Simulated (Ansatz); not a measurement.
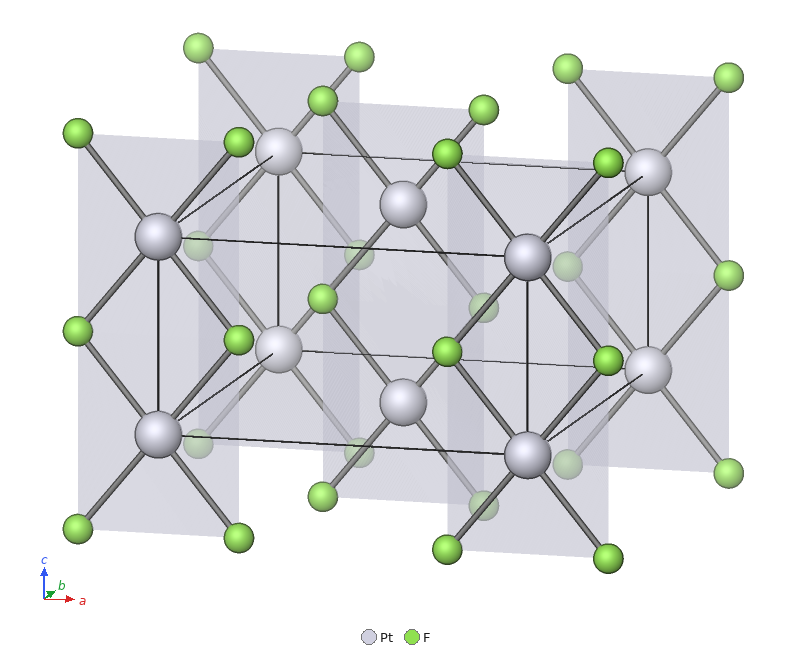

Polyhedral representation of a periodic structure, projected slightly off an axis. The parallelepiped is the conventional unit cell. Some atoms of the next cells are drawn as well.

PtF2, space group Cmmm (No. 65), a = 5.914 Å, b = 6.865 Å, c = 3.112 Å, α = 90.00°, β = 90.00°, γ = 90.00°. The structure comes from a random cell made by a generator, so it need not be a real form of the compound. Earlier steps of the study, as a rule a relaxation of our own, may have changed the cell and positions, so they can lie some per cent off the listed ones. Ansatz was used for an electronic-structure calculation on it.

This one geometry was computed with Ansatz (DFT, plane waves, PAW) at three levels of theory: PBE, HSE06 and PBEsol.

Q: Which level gives the highest pressure at this volume, and what does that say about its equilibrium volume?

A: Highest: PBE (0.0 GPa), which points to the largest equilibrium volume. Lowest, with the smallest volume: HSE06 (-2.7 GPa) and PBEsol (-3.1 GPa). Levels within 0.5 GPa of each other can't be told apart.

Q: How does the band gap change with the level of theory?

A: PBEsol: a gap of 1.19 eV, indirect; PBE: a gap of 1.27 eV, indirect; HSE06: a gap of 3.43 eV, indirect.

Q: Collect the results in a table.

A:
| level | cutoff (eV) | k-mesh of the run's cell | gap (eV) | pressure (GPa) |
| --- | --- | --- | --- | --- |
| PBE | 420 | 6×6×10 | 1.27 | 0.0 |
| HSE06 | 420 | 6×6×8 | 3.43 | -2.7 |
| PBEsol | 420 | 6×6×10 | 1.19 | -3.1 |

Gaps are taken on the k-mesh or band path of each run.
